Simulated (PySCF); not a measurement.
# C₄H₁₂F₂Si₂: what the fields show

```yaml
atoms:
  - { symbol: C, position_ang: [-2.4899, 1.1741, 1.1658] }
  - { symbol: C, position_ang: [-1.4053, 0.5203, 0.3239] }
  - { symbol: F, position_ang: [-0.2396, 1.2733, 0.4602] }
  - { symbol: C, position_ang: [-1.1051, -0.9131, 0.7244] }
  - { symbol: Si, position_ang: [0.3039, -1.6912, -0.3181] }
  - { symbol: Si, position_ang: [2.2781, -0.4916, -0.1194] }
  - { symbol: C, position_ang: [2.3392, 0.8115, -1.5308] }
  - { symbol: F, position_ang: [1.9629, 0.2226, -2.7276] }
  - { symbol: H, position_ang: [-2.2149, 1.1396, 2.2176] }
  - { symbol: H, position_ang: [-3.4302, 0.6486, 1.0269] }
  - { symbol: H, position_ang: [-2.6184, 2.2135, 0.8726] }
  - { symbol: H, position_ang: [-1.6596, 0.5794, -0.7423] }
  - { symbol: H, position_ang: [-2.0229, -1.4901, 0.6145] }
  - { symbol: H, position_ang: [-0.8436, -0.9285, 1.7839] }
  - { symbol: H, position_ang: [-0.2223, -1.7771, -1.6884] }
  - { symbol: H, position_ang: [0.4236, -3.0719, 0.1774] }
  - { symbol: H, position_ang: [2.4889, 0.2725, 1.1153] }
  - { symbol: H, position_ang: [3.4655, -1.3429, -0.2999] }
  - { symbol: H, position_ang: [1.6471, 1.6388, -1.3645] }
  - { symbol: H, position_ang: [3.3375, 1.2227, -1.6946] }
```

Geometry: GFN2-xTB.

These are results of PBE0/pcSseg-1, SCF density, gas phase, non-relativistic (PySCF), not measurements.

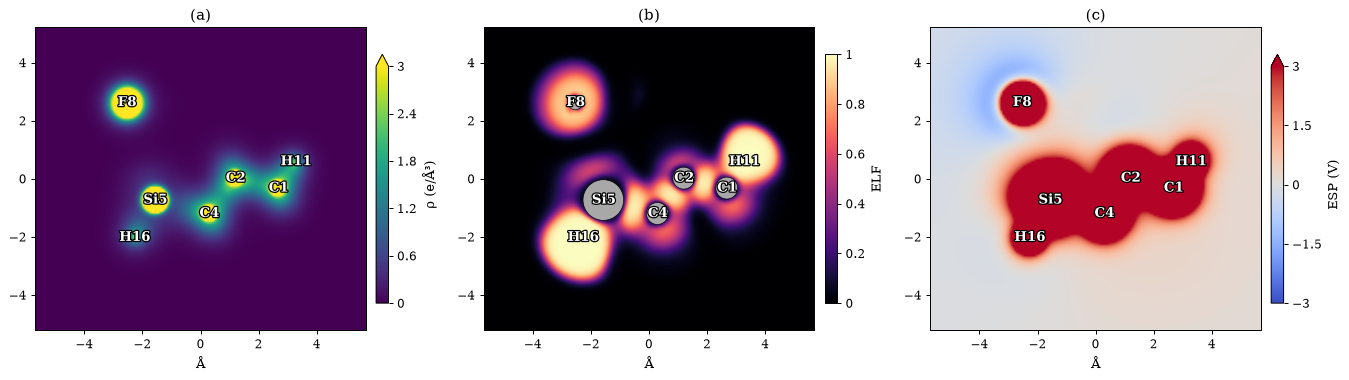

Figure 1. (a) total electron density; (b) electron localisation function; (c) molecular electrostatic potential on the plane of atoms C2, C4 and Si5. Grey discs cover the atomic cores in the ELF map.

### What does the map show?

Atoms in the plane: C, Si, F and H.
C–C (1.52 Å): ρ at the midpoint is about 1.7 e/Å³; the ELF peaks at about 0.95 between the atoms (a shared electron pair).
C–Si (1.92 Å): ρ is about 0.89 e/Å³ halfway; the ELF peaks at about 0.95 between the atoms; a shared electron pair.
C–H (1.09 Å): ρ is about 2 e/Å³ halfway; the ELF climbs to about 1 towards the hydrogen, as it does in any bond to H: an ordinary covalent bond to hydrogen.
Si–H (1.47 Å): ρ at the midpoint is about 0.78 e/Å³; the ELF climbs to about 1 towards the hydrogen.
The ELF also peaks beside F8, away from the bonds: lone-pair regions.
Outside the dense part of the molecule the potential is most negative (−1.4 V) near F8.

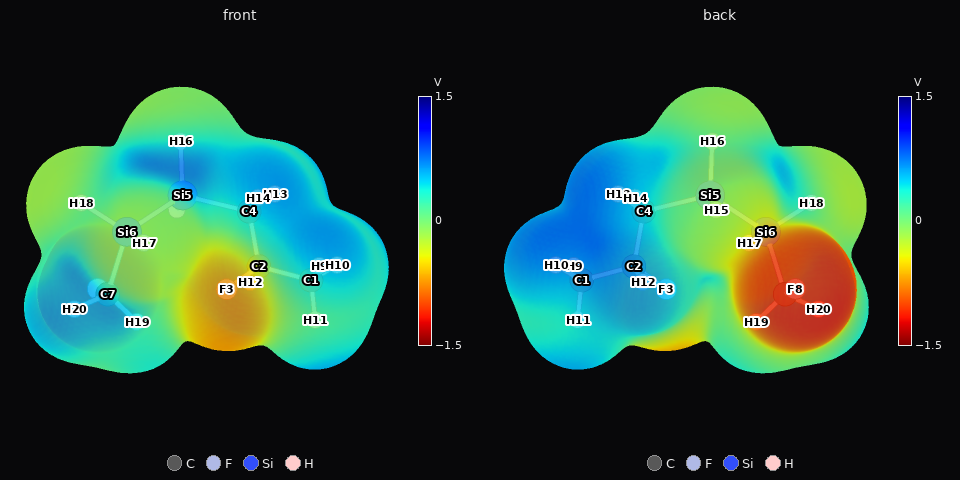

Figure 2. The electrostatic potential painted on the density surface at 0.001 e/bohr³, seen from the front and from behind; red is negative and blue positive.

### Where is the surface potential most negative and most positive?

The most negative region (about −1.1 V, or −25 kcal/mol for a unit charge) lies over F8, the most positive (about +0.8 V, or +18 kcal/mol for a unit charge) over C2, H10 and H13.

### What dipole moment does the calculation give?

Its dipole moment is 2.45 D.
